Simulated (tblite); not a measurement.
**C5H9GeS: geometry relaxation (part 1 of 3)**

C5H9GeS, multiplicity 2, computed with GFN2-xTB geometry optimisation, gas phase (tblite 0.8.0).

It belongs to a series of runs on one base structure; here: H removed from sp3 C.

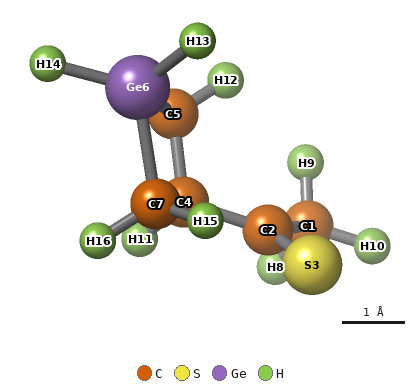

*The structure as given in the input (ball-and-stick view, seen at a tilt; atoms are numbered from 1 in the order of the input). Sticks mark near contacts.*

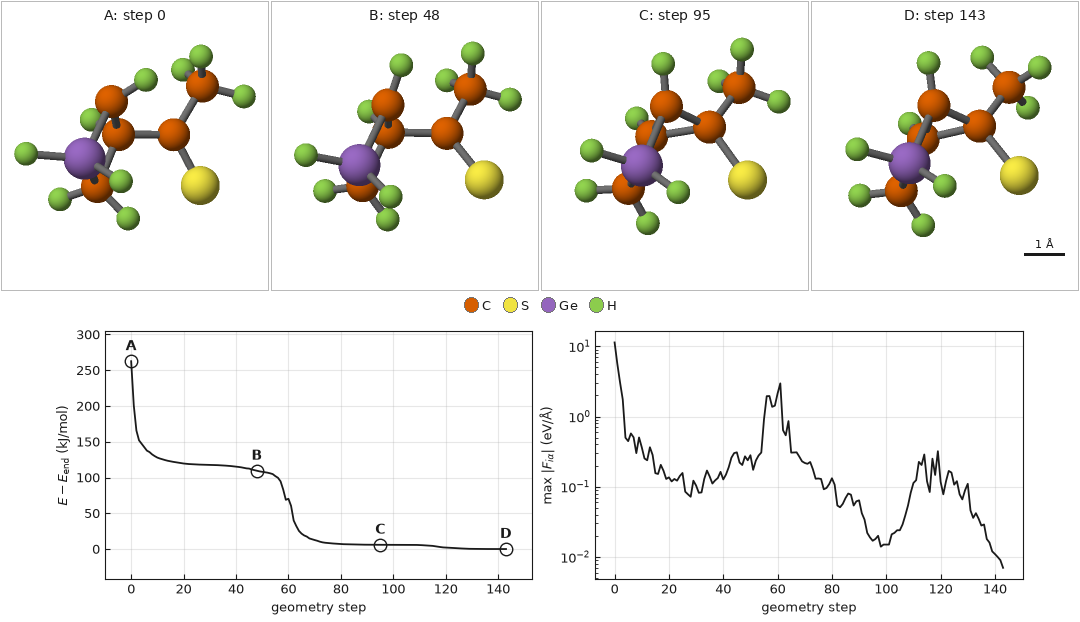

*Frames of the relaxation (ball-and-stick view, seen at a tilt) above the curves, on which the letters mark them (steps are counted from 0).*

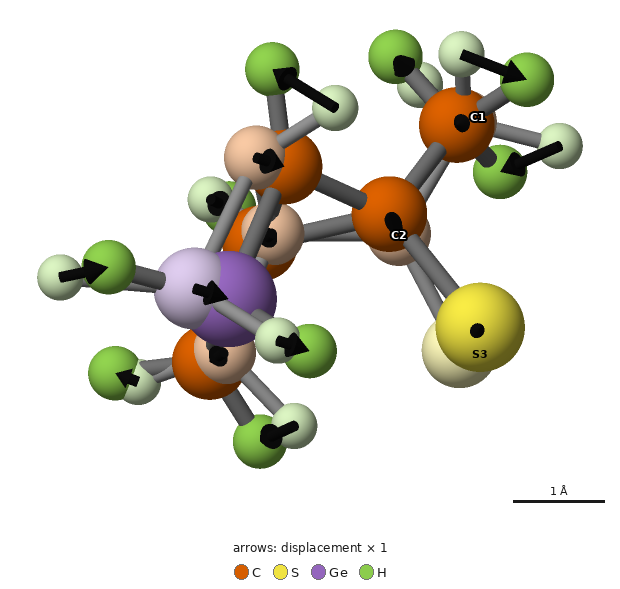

*Start (faint) and end (solid) with the displacements as black arrows, at true length (ball-and-stick view, seen at a tilt). The two geometries are laid on each other by the best rigid fit.*

S3 moves most after the best rigid fit: 1.42 Å. By element the largest moves are S 1.42 Å, H 1.01 Å, C 0.66 Å, Ge 0.42 Å. Among the contacts that change: C2–C5 2.458 → 1.519 Å, C2–S3 1.452 → 1.749 Å, Ge6–C7 1.932 → 2.001 Å, C5–Ge6 1.925 → 1.979 Å. New bonds form: C2–C5 (2.46 → 1.52 Å). Among the angles that change: C2–C4–C5 112.2° → 60.4°, Ge6–C5–H12 117.7° → 133.0°, C5–C4–H11 109.5° → 124.3°. Over 143 geometry steps the energy falls by 262.6 kJ/mol. The largest force component goes from 11 to 0.007 eV/Å. (Atoms are counted from 1 in the order of the input.)

These pictures come from the run below.

Input file
```
{"job": {"kind": "relax", "xc": "GFN2-xTB", "basis": "xTB"}, "charge": 0, "multiplicity": 2}
C      2.320300     0.605300    -0.532900
C      1.185500     0.276400     0.389300
S      1.182000     0.815000     1.737700
C      0.062200    -0.606500     0.016100
C     -0.704600    -0.080600    -1.141400
Ge    -2.375300    -0.008500    -0.187300
C     -1.056200    -0.729700     1.025600
H      2.891700    -0.323500    -0.754300
H      1.916200     1.021000    -1.470700
H      2.981300     1.342800    -0.039300
H      0.453900    -1.637700    -0.227300
H     -0.346400     0.842700    -1.615600
H     -2.906200     1.375400     0.213300
H     -3.408100    -1.033200    -0.652300
H     -0.943200    -0.043800     1.909200
H     -1.260800    -1.806200     1.318500
```

The first line tells a small driver script what to run in tblite; the rest is the geometry in Å.

Launch command:
```bash
OMP_NUM_THREADS=1 python <driver script> task.json out
```

Log
```
step      E/eV     max force
  0    -551.66544   12.411
  1    -552.30555    5.967
  2    -552.66981    3.252
  3    -552.81182    2.035
  4    -552.86178    0.725
  5    -552.91098    0.472
  6    -552.96079    0.614
  7    -552.98198    0.557
  8    -553.01577    0.330
  9    -553.04070    0.514
 10    -553.06199    0.390
 11    -553.07587    0.281
 12    -553.08732    0.251
 13    -553.09859    0.380
 14    -553.10834    0.312
 15    -553.11631    0.188
 16    -553.12314    0.197
 17    -553.12932    0.205
 18    -553.13546    0.184
 19    -553.14165    0.163
 20    -553.14750    0.161
 21    -553.15213    0.137
 22    -553.15522    0.140
 23    -553.15739    0.133
 24    -553.15922    0.165
 25    -553.16127    0.175
 26    -553.16329    0.090
 27    -553.16433    0.085
 28    -553.16532    0.083
 29    -553.16667    0.131
 30    -553.16794    0.110
 31    -553.16902    0.093
 32    -553.17007    0.091
 33    -553.17147    0.137
 34    -553.17340    0.175
 35    -553.17571    0.151
 36    -553.17821    0.117
 37    -553.18099    0.152
 38    -553.18428    0.198
 39    -553.18825    0.194
 40    -553.19266    0.145
 41    -553.19736    0.156
 42    -553.20300    0.207
 43    -553.21042    0.268
 44    -553.21805    0.317
 45    -553.22112    0.390
 46    -553.23442    0.260
 47    -553.24343    0.268
 48    -553.25299    0.411
 49    -553.26169    0.240
 50    -553.26778    0.345
 51    -553.27523    0.221
 52    -553.28020    0.297
 53    -553.28943    0.334
 54    -553.30084    0.369
 55    -553.33025    1.080
 56    -553.35419    2.136
 57    -553.40632    2.115
 58    -553.52474    1.632
 59    -553.67374    1.502
 60    -553.65874    3.049
 61    -553.76126    3.305
 62    -553.97355    0.847
 63    -554.05405    0.560
 64    -554.12383    0.970
 65    -554.16363    0.409
 66    -554.19020    0.340
 67    -554.20621    0.314
 68    -554.23331    0.278
 69    -554.24565    0.251
 70    -554.25659    0.261
 71    -554.26729    0.303
 72    -554.28045    0.320
 73    -554.28996    0.210
 74    -554.29586    0.156
 75    -554.29996    0.134
 76    -554.30354    0.130
 77    -554.30657    0.106
 78    -554.30939    0.149
 79    -554.31228    0.161
 80    -554.31494    0.170
 81    -554.31675    0.131
 82    -554.31780    0.066
 83    -554.31860    0.071
 84    -554.31947    0.075
 85    -554.32035    0.097
 86    -554.32121    0.100
 87    -554.32209    0.093
 88    -554.32303    0.064
 89    -554.32386    0.068
 90    -554.32446    0.065
 91    -554.32486    0.051
 92    -554.32513    0.041
 93    -554.32530    0.028
 94    -554.32539    0.020
 95    -554.32544    0.017
 96    -554.32549    0.021
 97    -554.32556    0.022
 98    -554.32561    0.016
 99    -554.32565    0.016
100    -554.32568    0.016
101    -554.32572    0.018
102    -554.32578    0.025
103    -554.32587    0.025
104    -554.32598    0.029
105    -554.32609    0.032
106    -554.32622    0.034
107    -554.32644    0.043
108    -554.32687    0.063
109    -554.32762    0.098
110    -554.32884    0.133
111    -554.33115    0.147
112    -554.33349    0.243
113    -554.33440    0.275
114    -554.33787    0.330
115    -554.34116    0.142
116    -554.34713    0.091
117    -554.35250    0.271
118    -554.35835    0.159
119    -554.36321    0.358
120    -554.36518    0.144
121    -554.36751    0.099
122    -554.36880    0.142
123    -554.37096    0.194
124    -554.37417    0.205
125    -554.37704    0.141
126    -554.37880    0.169
127    -554.38052    0.099
128    -554.38299    0.086
129    -554.38383    0.108
130    -554.38389    0.116
131    -554.38484    0.054
132    -554.38522    0.043
133    -554.38593    0.048
134    -554.38616    0.048
135    -554.38651    0.039
136    -554.38668    0.033
137    -554.38678    0.022
138    -554.38682    0.019
139    -554.38686    0.015
140    -554.38690    0.013
141    -554.38693    0.012
142    -554.38695    0.011
143    -554.38696    0.008
```

Trajectory as extended XYZ (Å, eV, eV/Å), 30 of the 144 frames kept, from step=0 to step=143
```
16
Properties=species:S:1:pos:R:3:forces:R:3 step=0 energy=-551.66544
C     2.3203    0.6053   -0.5329    0.1140  -0.3750  -0.7070
C     1.1855    0.2764    0.3893    0.6900  -3.6310  -9.0840
S     1.1820    0.8150    1.7377    0.5760   4.9950  11.3470
C     0.0622   -0.6065    0.0161    0.3370  -1.8340  -1.3240
C    -0.7046   -0.0806   -1.1414   -0.2540   1.3660  -0.7540
Ge   -2.3753   -0.0085   -0.1873   -1.0540   0.0540  -0.6230
C    -1.0562   -0.7297    1.0256   -0.7640  -0.9690   1.8860
H     2.8917   -0.3235   -0.7543   -0.3020   0.6440  -0.0260
H     1.9162    1.0210   -1.4707    0.4020  -0.2160   0.2260
H     2.9813    1.3428   -0.0393   -0.3360  -0.4430  -0.3820
H     0.4539   -1.6377   -0.2273    0.0280   0.7430   0.1610
H    -0.3464    0.8427   -1.6156    0.2400  -0.5140  -0.1790
H    -2.9062    1.3754    0.2133   -0.1630  -0.3850  -0.2080
H    -3.4081   -1.0332   -0.6523   -0.0300   0.4390   0.1220
H    -0.9432   -0.0438    1.9092    0.0540  -1.1510  -0.5800
H    -1.2608   -1.8062    1.3185    0.4630   1.2770   0.1250
16
Properties=species:S:1:pos:R:3:forces:R:3 step=5 energy=-552.91098
C     2.3112    0.5914   -0.5465   -0.1650  -0.1010   0.0890
C     1.1948    0.2585    0.3884    0.0120   0.1530   0.4460
S     1.2222    0.9078    1.8875    0.1920   0.1010  -0.1290
C     0.0591   -0.6389   -0.0099   -0.0210   0.1100   0.0830
C    -0.7264   -0.0282   -1.1503    0.1220   0.2450   0.1540
Ge   -2.4092   -0.0084   -0.2064    0.0030  -0.0220  -0.0260
C    -1.0798   -0.7537    1.0381   -0.0310  -0.1340  -0.0560
H     2.8909   -0.3050   -0.7718   -0.0650  -0.0020  -0.0840
H     1.9413    1.0118   -1.4821    0.0140  -0.1230   0.0040
H     2.9638    1.3178   -0.0636   -0.0010  -0.0460  -0.0990
H     0.4633   -1.6362   -0.2386    0.0390   0.1830  -0.1280
H    -0.3147    0.8344   -1.6489    0.2160  -0.0540  -0.2950
H    -2.9294    1.3492    0.1946   -0.2740  -0.1090  -0.1240
H    -3.4272   -1.0068   -0.6522   -0.2570   0.1350  -0.0790
H    -0.9269   -0.1070    1.8985    0.1480  -0.2600   0.0250
H    -1.2407   -1.7778    1.3517    0.0700  -0.0740   0.2200
16
Properties=species:S:1:pos:R:3:forces:R:3 step=10 energy=-553.06199
C     2.2875    0.5688   -0.5286    0.0750   0.0200  -0.0600
C     1.1990    0.2847    0.4551    0.0840  -0.1090  -0.3650
S     1.2835    0.9708    1.9163   -0.1010   0.1210   0.3410
C     0.0572   -0.5999    0.0221    0.0770   0.0300  -0.0500
C    -0.6884    0.0752   -1.0944   -0.2210   0.0850   0.0470
Ge   -2.4052   -0.0213   -0.2129   -0.0810   0.0360   0.1250
C    -1.0816   -0.8036    1.0476    0.1030   0.1040   0.0440
H     2.8556   -0.3236   -0.7879   -0.0530  -0.1660   0.1420
H     1.9204    0.9641   -1.4727   -0.1930   0.0240  -0.0040
H     2.9655    1.3002   -0.0973    0.0890  -0.0050  -0.0140
H     0.4841   -1.5591   -0.2905    0.1170  -0.0290  -0.0700
H    -0.2343    0.7968   -1.7584    0.0170  -0.1910  -0.0070
H    -3.0420    1.3082    0.1494   -0.0620  -0.0990  -0.0030
H    -3.5154   -0.9463   -0.6885    0.1710   0.1300  -0.0840
H    -0.8803   -0.1866    1.9159   -0.1080   0.1120   0.1610
H    -1.2133   -1.8194    1.4133    0.0850  -0.0640  -0.2030
16
Properties=species:S:1:pos:R:3:forces:R:3 step=15 energy=-553.11631
C     2.2936    0.5617   -0.5327   -0.0660  -0.0240   0.0990
C     1.2131    0.3037    0.4631   -0.1010   0.0500   0.0800
S     1.2744    0.9905    1.9362   -0.0120  -0.0200  -0.1150
C     0.0673   -0.5762    0.0226   -0.0310   0.0380   0.0860
C    -0.7079    0.1289   -1.0543    0.1460  -0.0490   0.0150
Ge   -2.4104   -0.0161   -0.1714    0.0960   0.0440  -0.0010
C    -1.0550   -0.8008    1.0655   -0.0240  -0.0090  -0.0260
H     2.8242   -0.3667   -0.7579   -0.0410   0.0690  -0.0220
H     1.8712    0.9459   -1.4631    0.1240  -0.0640   0.0550
H     2.9930    1.2883   -0.1233    0.0290  -0.0520  -0.1050
H     0.5144   -1.5230   -0.3285   -0.0860   0.1410   0.0460
H    -0.2123    0.7246   -1.8058   -0.1560  -0.0830  -0.0560
H    -3.1078    1.2782    0.1408   -0.0460   0.1200   0.1370
H    -3.5003   -0.8966   -0.7340    0.0970  -0.0890  -0.0920
H    -0.8914   -0.1956    1.9576    0.0250  -0.1050  -0.0570
H    -1.1738   -1.8378    1.3738    0.0480   0.0320  -0.0450
16
Properties=species:S:1:pos:R:3:forces:R:3 step=20 energy=-553.14750
C     2.2852    0.5493   -0.5155    0.0640   0.0060  -0.0790
C     1.2045    0.3333    0.4840    0.0770   0.0750   0.0820
S     1.2613    1.0213    1.9510    0.0100   0.0870   0.0110
C     0.0658   -0.5424    0.0417   -0.0330   0.0390  -0.0990
C    -0.7051    0.1637   -1.0256   -0.1030   0.1020  -0.0700
Ge   -2.4043    0.0143   -0.1505   -0.0800   0.0080  -0.0150
C    -1.0480   -0.8021    1.0707   -0.0590  -0.0170  -0.0030
H     2.7879   -0.3906   -0.7387    0.0140  -0.1020   0.0220
H     1.8695    0.9149   -1.4502   -0.0330   0.0290  -0.1050
H     3.0247    1.2636   -0.1681   -0.0030   0.0310   0.1360
H     0.5166   -1.4663   -0.3400    0.0370  -0.1040   0.0380
H    -0.2442    0.6397   -1.8718    0.0200   0.0000  -0.0930
H    -3.1638    1.2850    0.1886    0.0850  -0.0610   0.0880
H    -3.4374   -0.8862   -0.7995    0.0720  -0.0180   0.0050
H    -0.8887   -0.2353    1.9840    0.0400  -0.0310   0.0520
H    -1.1314   -1.8531    1.3284   -0.1090  -0.0420   0.0310
16
Properties=species:S:1:pos:R:3:forces:R:3 step=25 energy=-553.16127
C     2.2908    0.5477   -0.5183   -0.0200  -0.0090   0.0370
C     1.2050    0.3494    0.4870   -0.0620  -0.0450  -0.1570
S     1.2578    1.0488    1.9478   -0.0090   0.0480  -0.0360
C     0.0595   -0.5284    0.0336    0.0260  -0.0260   0.0540
C    -0.7156    0.1832   -1.0325    0.0560  -0.0020   0.0330
Ge   -2.4083    0.0236   -0.1454    0.0470  -0.0160  -0.0120
C    -1.0559   -0.8006    1.0663    0.0470   0.0050   0.0140
H     2.7803   -0.4069   -0.7273   -0.0120   0.0510   0.0300
H     1.8778    0.9107   -1.4608    0.0570  -0.0110   0.0650
H     3.0305    1.2577   -0.1540   -0.0250  -0.0410  -0.0090
H     0.5158   -1.4630   -0.3263   -0.0010   0.0590  -0.0370
H    -0.2627    0.6174   -1.9085   -0.0070  -0.0310   0.0110
H    -3.1530    1.2821    0.2362   -0.0080  -0.0270   0.0460
H    -3.3979   -0.8989   -0.8178   -0.0410   0.0150   0.0160
H    -0.8811   -0.2579    1.9929   -0.0020   0.0080   0.0000
H    -1.1505   -1.8559    1.3157   -0.0450   0.0240  -0.0560
16
Properties=species:S:1:pos:R:3:forces:R:3 step=30 energy=-553.16794
C     2.2905    0.5414   -0.5135    0.0270   0.0110  -0.0110
C     1.1941    0.3629    0.4763    0.0260   0.0230   0.1040
S     1.2479    1.0875    1.9271   -0.0710   0.0370  -0.0410
C     0.0604   -0.5233    0.0351   -0.0060  -0.0150  -0.0170
C    -0.7093    0.2062   -1.0223    0.0040  -0.0290  -0.0180
Ge   -2.4017    0.0286   -0.1416   -0.0060   0.0210   0.0520
C    -1.0512   -0.7991    1.0684   -0.0380  -0.0150  -0.0370
H     2.7720   -0.4168   -0.7086    0.0230  -0.0390  -0.0100
H     1.8942    0.9056   -1.4588    0.0210   0.0130  -0.0540
H     3.0329    1.2429   -0.1459    0.0330   0.0280   0.0240
H     0.5225   -1.4465   -0.3411   -0.0130  -0.0160  -0.0140
H    -0.2707    0.5788   -1.9334    0.0120  -0.0160   0.0340
H    -3.1590    1.2634    0.2805   -0.0160   0.0200   0.0120
H    -3.3862   -0.8906   -0.8274   -0.0340   0.0160   0.0220
H    -0.8744   -0.2742    2.0063    0.0010  -0.0330  -0.0510
H    -1.1696   -1.8577    1.2875    0.0370  -0.0060   0.0060
16
Properties=species:S:1:pos:R:3:forces:R:3 step=35 energy=-553.17571
C     2.3043    0.5380   -0.5092   -0.0130  -0.0200   0.0550
C     1.1896    0.3744    0.4722   -0.0550   0.0080  -0.1400
S     1.1931    1.1610    1.8908   -0.0450   0.0130  -0.0410
C     0.0629   -0.5303    0.0311    0.0030   0.0110  -0.0430
C    -0.7057    0.2066   -1.0166   -0.0580   0.0320  -0.0260
Ge   -2.4011    0.0427   -0.1284   -0.0270  -0.0130  -0.0220
C    -1.0543   -0.8108    1.0556    0.0860  -0.0480   0.0310
H     2.7777   -0.4300   -0.6928   -0.0050   0.0640   0.0140
H     1.9369    0.9069   -1.4696    0.0100  -0.0390   0.1140
H     3.0446    1.2360   -0.1237   -0.0010  -0.0430  -0.0330
H     0.5238   -1.4443   -0.3656    0.0330  -0.0350   0.0540
H    -0.2670    0.5404   -1.9396    0.0120   0.0550  -0.0610
H    -3.1669    1.2561    0.3381    0.0240   0.0490  -0.0120
H    -3.4009   -0.8684   -0.8099    0.0060   0.0400   0.0170
H    -0.8660   -0.2997    1.9954   -0.0030  -0.0070   0.0690
H    -1.1784   -1.8697    1.2606    0.0320  -0.0670   0.0250
16
Properties=species:S:1:pos:R:3:forces:R:3 step=39 energy=-553.18825
C     2.3277    0.5318   -0.4899   -0.0570  -0.0140  -0.0310
C     1.1630    0.3970    0.4298   -0.0780   0.0710   0.1630
S     1.0808    1.2703    1.7992   -0.0340   0.0150  -0.0610
C     0.0633   -0.5453    0.0068   -0.0520  -0.0650   0.0100
C    -0.7139    0.2028   -1.0274    0.0390  -0.0520   0.0040
Ge   -2.4016    0.0592   -0.1007    0.0780   0.0300   0.0210
C    -1.0401   -0.8406    1.0416   -0.1050   0.0430   0.0330
H     2.7927   -0.4369   -0.6625    0.0350  -0.0960   0.0350
H     2.0053    0.9039   -1.4595   -0.0400   0.0450  -0.0860
H     3.0650    1.2200   -0.0847   -0.0200  -0.0150   0.0380
H     0.5323   -1.4589   -0.3766    0.0670  -0.0070  -0.0390
H    -0.2662    0.5117   -1.9577   -0.0960   0.0820  -0.0190
H    -3.1536    1.2689    0.4255    0.1070  -0.0280  -0.0830
H    -3.4233   -0.8303   -0.7722   -0.0210   0.0330  -0.0270
H    -0.8552   -0.3417    1.9894    0.0750  -0.0670   0.0550
H    -1.1840   -1.9031    1.2276    0.1000   0.0230  -0.0110
16
Properties=species:S:1:pos:R:3:forces:R:3 step=44 energy=-553.21805
C     2.3447    0.5123   -0.4586   -0.0690   0.0380   0.0670
C     1.0791    0.4454    0.3542    0.1230   0.0510   0.0080
S     0.8190    1.5037    1.5761    0.0380  -0.1510  -0.2450
C     0.0587   -0.6020   -0.0296    0.1680   0.1670   0.0330
C    -0.7199    0.1519   -1.0549   -0.0360   0.0360  -0.0310
Ge   -2.3742    0.0912   -0.0476   -0.0700  -0.0800  -0.0590
C    -1.0298   -0.8926    1.0271    0.2530  -0.1040  -0.0140
H     2.8219   -0.4680   -0.5774   -0.3010   0.0980   0.0100
H     2.1350    0.9145   -1.4556    0.0110  -0.1280   0.1240
H     3.0707    1.1735    0.0192   -0.1900  -0.0030  -0.0110
H     0.5797   -1.4940   -0.4003   -0.0100   0.0780   0.0440
H    -0.3139    0.5213   -1.9885   -0.0180  -0.0860   0.1930
H    -3.0459    1.3011    0.5540    0.0790   0.0910  -0.0500
H    -3.4801   -0.7295   -0.6896    0.0870   0.0740   0.0010
H    -0.7939   -0.4570    1.9978    0.0470  -0.0430  -0.0660
H    -1.1589   -1.9628    1.1622   -0.1130  -0.0400  -0.0040
16
Properties=species:S:1:pos:R:3:forces:R:3 step=49 energy=-553.26169
C     2.3336    0.5029   -0.4227   -0.0320   0.0860  -0.0530
C     1.0278    0.4961    0.2959   -0.1900   0.0380   0.0520
S     0.6389    1.6636    1.3752    0.0420  -0.0380  -0.0130
C     0.0817   -0.6112   -0.0518   -0.1380  -0.1470   0.0770
C    -0.7309    0.1323   -1.0583    0.0820  -0.1000   0.0950
Ge   -2.3469    0.0949    0.0035    0.0570   0.0980   0.1590
C    -0.9725   -0.9468    1.0181   -0.2380   0.0290   0.0170
H     2.7559   -0.4968   -0.5003   -0.0510  -0.0900   0.0160
H     2.2076    0.8875   -1.4341    0.0010   0.0220  -0.0610
H     3.0374    1.1439    0.0962    0.0560   0.1210   0.0310
H     0.6318   -1.4837   -0.4141    0.0610   0.0280  -0.0470
H    -0.3540    0.5004   -1.9951    0.0940  -0.0100  -0.0470
H    -2.9423    1.3411    0.6230    0.1050   0.0110  -0.0520
H    -3.4946   -0.6333   -0.6561    0.0130  -0.0330  -0.0090
H    -0.7244   -0.5651    2.0088    0.0760  -0.0400  -0.1100
H    -1.1564   -2.0168    1.1005    0.0630   0.0260  -0.0580
```
